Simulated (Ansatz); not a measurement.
Consider Bi2PdPt4.

```xyz
28
Lattice="10.1117 0.0000 0.0000 0.0000 10.1117 0.0000 0.0000 0.0000 4.8180" Properties=species:S:1:pos:R:3 pbc="T T T"
Bi    1.3062    3.7496    0.0000
Bi    6.3621    8.8055    2.4090
Bi    6.3621    1.3062    0.0000
Bi    1.3062    6.3621    2.4090
Bi    3.7496    1.3062    2.4090
Bi    8.8055    6.3621    0.0000
Bi    3.7496    8.8055    0.0000
Bi    8.8055    3.7496    2.4090
Pd    0.0000    0.0000    1.2045
Pd    5.0559    5.0559    3.6135
Pd    0.0000    0.0000    3.6135
Pd    5.0559    5.0559    1.2045
Pt    2.1539    1.0250    4.8175
Pt    7.2097    6.0809    2.4085
Pt    4.0308    7.2097    2.4085
Pt    9.0867    2.1539    4.8175
Pt    2.9020    4.0308    2.4085
Pt    7.9578    9.0867    4.8175
Pt    6.0809    2.9020    2.4085
Pt    1.0250    7.9578    4.8175
Pt    7.9578    1.0250    2.4085
Pt    2.9020    6.0809    4.8175
Pt    1.0250    2.1539    2.4085
Pt    6.0809    7.2097    4.8175
Pt    2.1539    9.0867    2.4085
Pt    7.2097    4.0308    4.8175
Pt    4.0308    2.9020    4.8175
Pt    9.0867    7.9578    2.4085
```

Space group I4/mcm; built by placing these elements on a known structure type; computed pressure about 20 GPa in this cell.

Computed with DFT, PAW plane waves, PBE in Ansatz.

What can the converged valence pseudo-density and electron localisation function tell about the bonding?

Answer. Pt–Pt (2.65 Å): ρ at the midpoint is about 0.48 e/Å³; the ELF is about 0.35 at the midpoint (no shared electron pair shows on this line).
Bi–Pt (2.83 Å): ρ at the midpoint is about 0.34 e/Å³; the ELF is about 0.30 at the midpoint (no shared electron pair shows on this line).
Bader's partition of the density gives Bi +0.79, Pd −0.01 and Pt −0.39 e.

How much charge does the calculation move between the atoms?

Answer. Electrons move from Bi towards Pt. Bader charges: Bi +0.79, Pd −0.01 and Pt −0.39 e.

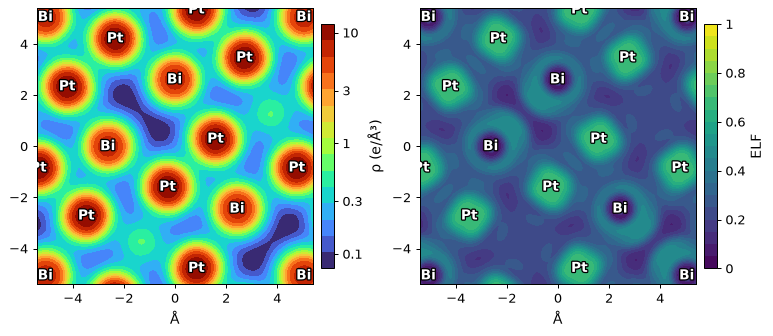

Computed valence pseudo-density and electron localisation function on the (001) plane of the conventional cell, in this order. 
